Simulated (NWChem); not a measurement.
# PBE/6-31G(d) (spherical functions) run of C3H6O2 (ethyl formate)

Aim: the electronic atomisation energy of C3H6O2 (ethyl formate) at PBE/6-31G* (spherical functions), from 4 runs. 

The calculation is run with NWChem 7.3.0.

## (1) The structure to begin with

C3H6O2: 11 atoms, total charge 0, spin state singlet. As SMILES, `CCOC=O`. The shape is that of a PBE0-D4/def2-TZVP optimisation. This is one conformer, not always the lowest.

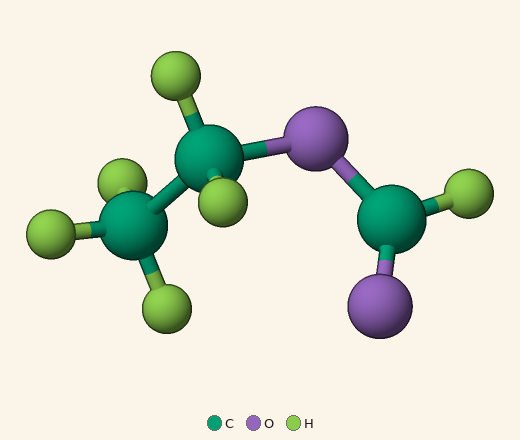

Viewed from a chosen angle; carbon teal, oxygen purple, hydrogen green.

## (2) A single-point energy at PBE/6-31G(d) (spherical functions) (run 1)

Input file sp.xyz:

```xyz
11

C     -0.299500    -0.524900     1.232400
C      0.160800     0.664100     0.426200
O     -0.490700     0.711500    -0.855000
C      0.057300    -0.014800    -1.824100
O      1.038300    -0.694200    -1.733000
H      0.156600    -0.494600     2.224600
H     -0.004700    -1.457900     0.750600
H     -1.384300    -0.515300     1.354300
H      1.240500     0.642300     0.270000
H     -0.114700     1.603600     0.905800
H     -0.534200     0.107100    -2.743600
```

Input file sp.nw:

```
start sp
memory total 2200 mb
geometry noautosym nocenter noautoz
load format xyz sp.xyz
end
basis spherical bse
* library 6-31G*
end
dft
xc xpbe96 cpbe96
grid fine
convergence energy 1e-08
maxiter 100
mulliken
print low
end
task dft energy
```

Started as:

```sh
$ nwchem sp.nw > sp.out
```

What it wrote:

```text
[...]
 d= 0,ls=0.0,diis     1   -267.9119214149 -4.49D+02  2.53D-02  1.28D+00     2.1
[...]
 d= 0,ls=0.0,diis    11   -268.0570652767 -6.05D-09  6.75D-07  7.73D-09    17.8
         Total DFT energy =     -268.057065276691
      One electron energy =     -724.239725311959
           Coulomb energy =      310.181560746987
    Exchange-Corr. energy =      -35.402671797426
 Nuclear repulsion energy =      181.403771085708
[...]
      Total Density - Mulliken Population Analysis
     ---------------------------------------------
    Atom       Charge   Shell Charges
 -----------   ------   -------------------------------------------------------
    1 C    6     6.51   2.00  0.67  2.15  0.65  1.02  0.03
    2 C    6     6.10   2.00  0.68  2.06  0.54  0.76  0.06
    3 O    8     8.35   2.00  0.91  2.91  0.91  1.59  0.03
    4 C    6     5.69   2.00  0.71  1.99  0.34  0.54  0.12
    5 O    8     8.36   2.00  0.92  2.87  0.94  1.61  0.03
    6 H    1     0.83   0.52  0.31
    7 H    1     0.81   0.52  0.29
    8 H    1     0.82   0.52  0.30
    9 H    1     0.82   0.53  0.29
   10 H    1     0.83   0.53  0.30
[...]
```

It took 19 s on 1 thread of AMD EPYC 7R43 (Zen 3), shared host; peak memory 0.11 GiB.

## (3) The C atom, same level (run 2)

Input file run.nw:

```
start run
memory stack 880 mb heap 220 mb global 1100 mb

geometry units angstrom noautosym nocenter noautoz
C     0.000000    0.000000    0.000000
end

basis spherical bse
* library 6-31G*
end

dft
xc xpbe96 cpbe96
mult 3
grid fine
convergence energy 1e-08
maxiter 100
mulliken
noprint "final vectors analysis"
end

task dft energy
```

Started as:

```sh
$ nwchem run.nw > run.out
```

What it wrote:

```text
[...]
          Wavefunction type:  spin polarized.
          No. of atoms     :     1
          No. of electrons :     6
[...]
          Charge           :     0
          Spin multiplicity:     3
[...]
          AO basis - number of functions:    14
[...]
              XC Information
              --------------
          PerdewBurkeErnzerhof Exchange Functional  1.000
            Perdew 1991 LDA Correlation Functional  1.000 local
           PerdewBurkeErnz. Correlation Functional  1.000 non-local
[...]
 d= 0,ls=0.0,diis     1    -37.7543635960 -3.78D+01  2.77D-02  5.36D-02     0.1
[...]
 d= 0,ls=0.0,diis     6    -37.7813197905 -3.00D-11  1.20D-07  1.11D-13     0.2
[...]
         Total DFT energy =      -37.781319790481
      One electron energy =      -50.492139484905
           Coulomb energy =       17.892582189040
    Exchange-Corr. energy =       -5.181762494616
 Nuclear repulsion energy =        0.000000000000
[...]
      Total Density - Mulliken Population Analysis
     ---------------------------------------------
    Atom       Charge   Shell Charges
 -----------   ------   -------------------------------------------------------
    1 C    6     6.00   2.00  0.87  1.21  1.13  0.79  0.00
     --------------------------------------------
      Spin Density - Mulliken Population Analysis
     --------------------------------------------
    Atom       Charge   Shell Charges
 -----------   ------   -------------------------------------------------------
    1 C    6     2.00   0.00  0.04  1.21 -0.04  0.79 -0.00
[...]
      <S2> =      2.0015 (Exact =     2.0000)
[...]
```

Run time: 0.82 s. Hardware: 1 thread of AMD EPYC 7R43 (Zen 3), shared host; peak memory 0.1 GiB.

Run 3 isn't shown in full; the table further down has it.

## (4) The O atom (run 4)

Input file geom.nw:

```
start geom
title "O"
memory stack 880 mb heap 220 mb global 1100 mb

geometry noautosym nocenter noautoz
 O     0.000000    0.000000    0.000000
end

basis spherical bse
 O library 6-31G*
end

dft
 xc xpbe96 cpbe96
 mult 3
 grid fine
 convergence energy 1e-08
 iterations 100
 mulliken
 noprint "final vectors analysis"
end

task dft energy
```

Run the same way, it converges to -74.97241 Eh (log not shown).

## (5) All runs side by side

```
run                              level  partner  energy (Eh)  wall time
  1   PBE/6-31G* (spherical functions)     base  -268.057065       19 s
  2  UPBE/6-31G* (spherical functions)    atoms   -37.781320     0.82 s
  3  UPBE/6-31G* (spherical functions)    atoms    -0.497432      0.7 s
  4  UPBE/6-31G* (spherical functions)    atoms   -74.972412      0.8 s
```

## (6) Outcome

Level: PBE/6-31G* (spherical functions).

```
                     quantity         value
         O atom: total energy  -74.97241 Eh
                 O atom: ⟨S²⟩         2.002
electronic atomisation energy     48.537 eV
```

In words: Taking the molecule apart into free atoms costs 48.54 eV (4683 kJ/mol), before zero-point energy and without spin-orbit coupling. All runs together took 21 s, the longest 19 s.
